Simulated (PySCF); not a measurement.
**HSi (SMILES [SiH]): RPA/def2-SVP**

What is the vertical ionisation energy of HSi at RPA/def2-SVP? The job is set up through a Python script.

The calculation is run with PySCF 2.14.0.

### Step 1. The system as given

The species is HSi (2 atoms), typed as a doublet with charge 0. As SMILES, `[SiH]`. Geometry: a GFN2-xTB relaxation, a rough one for these elements and not checked as a minimum.

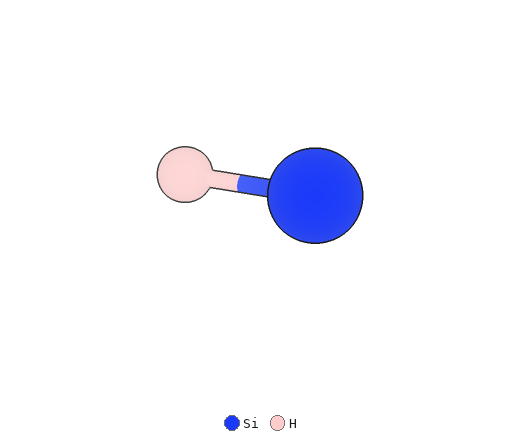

The structure, seen from a chosen angle (silicon blue, hydrogen pink).

### Step 2. A single-point energy at RPA/def2-SVP

job.py

```python
from pyscf import gto
from pyscf.gw.urpa import URPA

mol = gto.M(
    atom='''
Si     0.000000     0.000000     0.000000
H      0.000000     0.000000     2.865883
''',
    unit='bohr',
    max_memory=1860,
    spin=1,
    verbose=3,
    basis='def2-svp',
)

mf = mol.UHF()
mf.conv_tol = 1e-10
mf.kernel()
if not mf.converged:
    mf = mf.newton().run(mf.mo_coeff, mf.mo_occ)

rpa = URPA(mf, frozen=5)
rpa.kernel()
e_exx = mf.e_tot
energy = e_exx + rpa.e_corr
print(f'total energy: {energy:.8f} hartree')
```

Command:

```sh
OMP_NUM_THREADS=1 python job.py
```

What it wrote:

```text
converged SCF energy = -289.333997463014  <S^2> = 0.76430254  2S+1 = 2.0142518
E(URPA) = -289.190016483128  E_corr = -0.0955897225099766  E_hf = -289.094426760618
total energy: -289.42958719 hartree
```

Run time: 0.78 s. Hardware: 1 thread of Arm Neoverse V1, shared host; peak memory 0.12 GiB.

### Step 3. The singlet cation

job.py

```python
from pyscf import gto, scf
from pyscf.gw.rpa import RPA

system = gto.M(
    atom=[
    ('Si', (0.000000, 0.000000, 0.000000)),
    ('H', (0.000000, 0.000000, 1.516560)),
],
    max_memory=1860,
    basis='def2-svp',
    charge=1,
    verbose=3,
    spin=0,
)

myscf = scf.RHF(system)
myscf.conv_tol = 1e-10
myscf.kernel()
if not myscf.converged:
    myscf = myscf.newton().run(myscf.mo_coeff, myscf.mo_occ)

rpa = RPA(myscf, frozen=5)
rpa.kernel()
e_exx = myscf.e_tot
energy = e_exx + rpa.e_corr
print(f'total energy: {energy:.8f} hartree')
```

Command:

```sh
OMP_NUM_THREADS=1 python job.py
```

What it wrote:

```text
converged SCF energy = -289.058799531926
E(RPA) = -288.909402619749  E_corr = -0.0883789674561064  E_hf = -288.821023652293
total energy: -289.14717850 hartree
```

It took 0.76 s on 1 thread of Arm Neoverse V1, shared host; peak memory 0.12 GiB.

### Step 4. Results

At RPA/def2-SVP, 5 core orbitals frozen:

| quantity | value |
| --- | --- |
| doublet HSi: total energy | -289.42959 Eh |
| doublet HSi: dipole moment (Hartree–Fock density) | 0.36 D |
| doublet HSi: HOMO energy (Hartree–Fock orbitals) (highest over α and β) | -8.03 eV |
| doublet HSi: LUMO energy (Hartree–Fock orbitals) (lowest over α and β) | 0.18 eV |
| doublet HSi: RPA correlation energy (valence) | -95.6 mEh |
| doublet HSi: ⟨S²⟩ | 0.764 |
| singlet cation: total energy | -289.14718 Eh |
| singlet cation: HOMO energy (Hartree–Fock orbitals) | -17.98 eV |
| singlet cation: LUMO energy (Hartree–Fock orbitals) | -6.98 eV |
| singlet cation: HOMO–LUMO gap (Hartree–Fock orbitals) | 11.00 eV |
| singlet cation: RPA correlation energy (valence) | -88.4 mEh |
| vertical ionisation energy (to the singlet cation) | 7.685 eV |

**Reading.** The vertical ionisation energy comes to 7.68 eV (177 kcal/mol).
